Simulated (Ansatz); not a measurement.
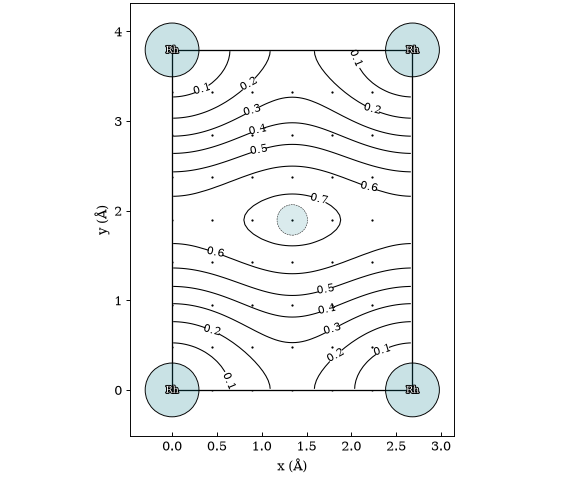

Energy landscape of H on a Rh(110) slab cut from the Fm-3m phase, its upper half relaxed before the scan (8 atoms of substrate and one adsorbate in a 2 × 1 cell). 
- H is moved over the surface cell at a fixed height above a rigid substrate; the origin of the map has the adsorbate above Rh7; the height is held at 2.50 Å.
- Places are given modulo a cell vector. The map is drawn in real space over the plane of the surface.
- The scan uses a 6 × 8 grid; 20 points were computed and 28 follow by symmetry.
- Places are given in fractions of the 1 × 1 surface cell.
- Energies are in eV, from the lowest grid point.
- The runs have no spin polarisation, so an open-shell adsorbate far from the surface lies too high. At a fixed height the lowest place need not be the adsorption site.
- These are results of DFT PBE+D3(BJ), scalar-relativistic, plane waves, PAW (Ansatz 0.2.0), not measurements. Settings: cutoff 420 eV, k-mesh 5×7×1, gaussian smearing 0.1 eV, no spin polarisation.

The picture shows contour lines labelled in eV, dots at the grid points, labelled circles for the atoms of the top layer and small ones for the second layer, the outline of one cell of the plane. Between grid points the surface is interpolated. 

**Describe this landscape.**

The lowest grid point is at the top site over a surface Rh atom, (0/6, 0/8) of the cell vectors. No other kind of well shows on this grid. The highest grid point, a fourfold hollow over a second-layer Rh atom, (3/6, 4/8) of the cell vectors, lies 0.74 eV above the lowest. On the interpolated surface the easiest way out of the lowest well to its copy in the next cell or period passes a barrier of about 0.22 eV. At the lowest point the adsorbate has 1 Rh at 2.50 Å as nearest neighbours, at the highest 4 Rh at 3.41 Å.

The whole map (20 points run) took 11 min on 2 threads of Arm Neoverse V1, with other jobs on the host.

PAW datasets: the set soft_1.
